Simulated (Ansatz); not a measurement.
## Electronic structure of H$_{5}$OPSi (SMILES [SiH3]OP) in real space

The calculation's input:

```
basis:
  gaussian:
    orbitals: def2-TZVPD
crystal:
  periodic: [false, false, false]
  atoms:
    - {symbol: O, position_ang: [0.082333, 1.137612, 0.462207]}
    - {symbol: P, position_ang: [-1.402917, 1.889332, 0.745977]}
    - {symbol: Si, position_ang: [1.260353, 0.654727, 1.573546]}
    - {symbol: H, position_ang: [2.377653, 0.041371, 0.792991]}
    - {symbol: H, position_ang: [0.686366, -0.346605, 2.535745]}
    - {symbol: H, position_ang: [1.757739, 1.840873, 2.350465]}
    - {symbol: H, position_ang: [-0.994744, 2.920373, 1.690682]}
    - {symbol: H, position_ang: [-1.899652, 1.073804, 1.846104]}
hamiltonian:
  xc: pbe0
output: {forces: true, orbitals: {seedname: orbitals}}
```

Command:

```sh
ansatz run input.yaml --threads 1 --pin off --max-ram 2610MiB --events-out events.jsonl --progress --plain --runs-dir runs
```

Geometry: BLYP-D3(BJ)/def2-SVP.

Method: Ansatz 0.2.0, isolated molecule in a Gaussian basis; Kohn-Sham density functional theory, functional PBE0.

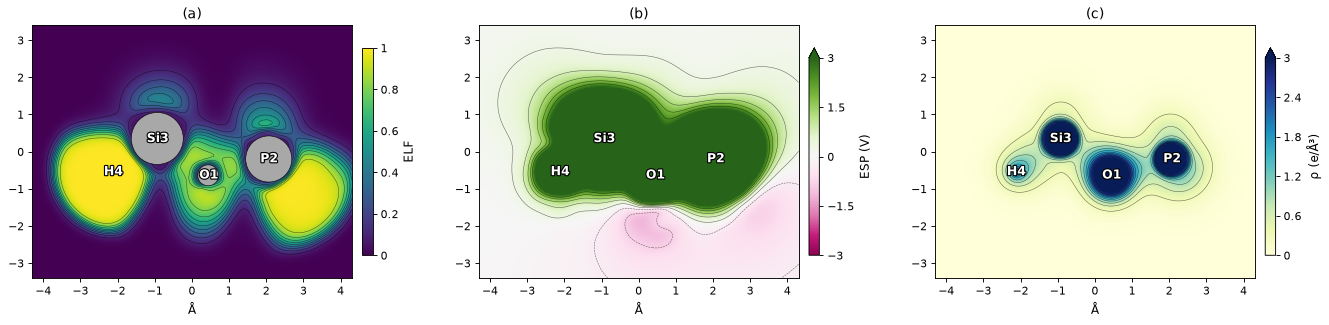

Figure 1. (a) electron localisation function; (b) electrostatic potential; (c) total electron density on the plane of atoms P2, O1 and Si3. Grey discs cover the atomic cores in the ELF map.

Q: Interpret the plot.

A:
- The section cuts through O, P, Si and H sites.
- P–O (1.69 Å): ρ at the midpoint is about 1.2 e/Å³; the ELF peaks at about 0.85 between the atoms, as expected for a shared but strongly polarised pair.
- Si–O (1.69 Å): ρ at the midpoint is about 1.1 e/Å³; the ELF peaks at about 0.85 between the atoms: a shared but strongly polarised pair.
- Si–H (1.49 Å): ρ is about 0.82 e/Å³ halfway; the ELF climbs to about 1 towards the hydrogen, as it does in any bond to H.
- The ELF also peaks beside O1 and P2, away from the bonds: lone-pair regions.
- Outside the dense part of the molecule the potential is most negative (−1.2 V) near O1.

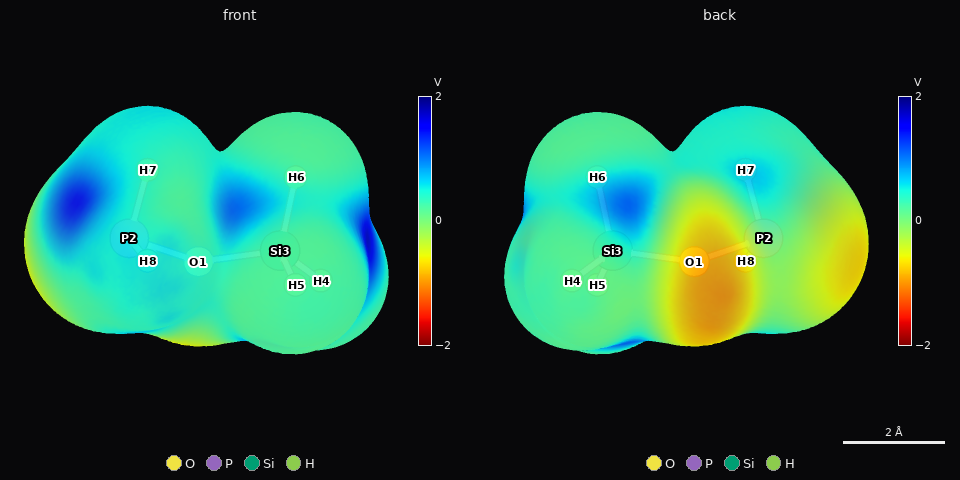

Figure 2. The molecular electrostatic potential painted on the density surface at 0.002 e/bohr³, seen from the front and from behind; the colour scale runs from red (negative) to blue (positive).

Q: Which sites attract a positive test charge, and which a negative one?

A: A positive charge is drawn to the negative regions and a negative charge to the positive ones. The most negative region (about −1.0 V) lies over O1, the most positive (about +1.6 V) over Si3. O1 is the likeliest acceptor of a hydrogen bond.

Q: How polar is the molecule by this calculation?

A: Its dipole moment is 1.19 D.

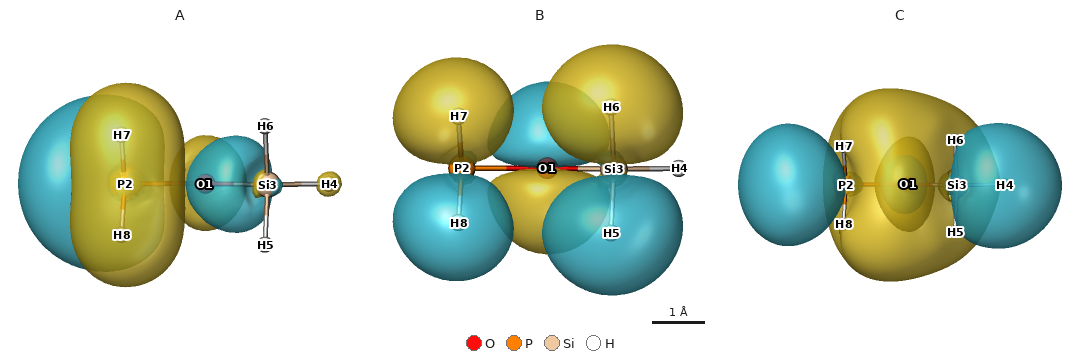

Figure 3. Three frontier orbitals at ±0.05 Å⁻³ᐟ² (yellow and cyan are the two phases), in no order.

Q: Which picture is the HOMO−1, the HOMO and the LUMO?

A: B is the HOMO−1 (−8.85 eV). Its weight (Hirshfeld) is mainly on O1 (about 40 %), Si3 (about 15 %), P2 (about 10 %), H5 (about 10 %), H6 (about 10 %), H7 (about 5 %) and H8 (about 5 %). A is the HOMO (−7.62 eV). Its weight (Hirshfeld) is mainly on P2 (about 70 %), O1 (about 10 %), H7 (about 10 %) and H8 (about 10 %); largely a lone pair of P2. C is the LUMO (−0.89 eV). Its weight (Hirshfeld) is mainly on P2 (about 45 %), Si3 (about 30 %) and O1 (about 10 %).

Q: What is the HOMO–LUMO gap?

A: 6.73 eV between the orbital energies.
